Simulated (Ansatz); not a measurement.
```
Al B W
1.0
     2.97311    0.00000    0.00000
    -1.48655    2.57479    0.00000
     0.00000    0.00000    9.91687
Al B W
3 2 1
Direct
  0.00000 0.00000 0.82465
  0.33333 0.66667 0.38345
  0.66667 0.33333 0.60772
  0.33333 0.66667 0.99730
  0.66667 0.33333 0.00240
  0.00000 0.00000 0.16449
```

Space group P3m1; a generated structure, not necessarily the stable one; computed without spin polarisation.

Level of theory: DFT PBE, scalar-relativistic, plane waves, PAW (Ansatz 0.2.0).

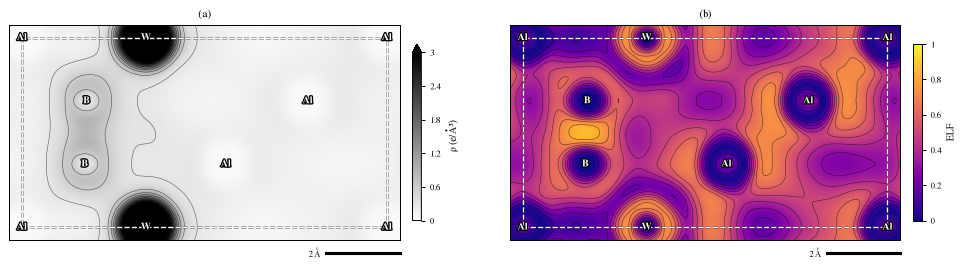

Al3B2W. (a) valence electron density; (b) ELF on the (110) plane of the conventional cell.

Q: Interpret the plot.

A: The section cuts through Al, B and W sites.
B–B (1.72 Å): the density is about 0.85 e/Å³ at the midpoint; the ELF peaks at about 0.85 between the atoms.
B–W (2.35 Å): ρ is about 0.48 e/Å³ halfway; the ELF peaks at about 0.60 in the valence shell of B, 0.8 Å from its nucleus, and is about 0.25 at the midpoint; no shared electron pair shows on this line.
Al–B (2.42 Å): ρ at the midpoint is about 0.29 e/Å³; the ELF peaks at about 0.60 in the valence shell of B, 0.8 Å from its nucleus, and is about 0.55 at the midpoint.
Al–Al (2.75 Å): the density is about 0.24 e/Å³ at the midpoint; the ELF peaks at about 0.70 between the atoms.
Al–W (2.77 Å): ρ at the midpoint is about 0.3 e/Å³; the ELF is about 0.40 at the midpoint.
Between the atoms the lowest density in this plane is 0.1 e/Å³.
The features right at W lie inside the PAW spheres, where the map follows smoothed inner orbitals and isn't to be read closely.
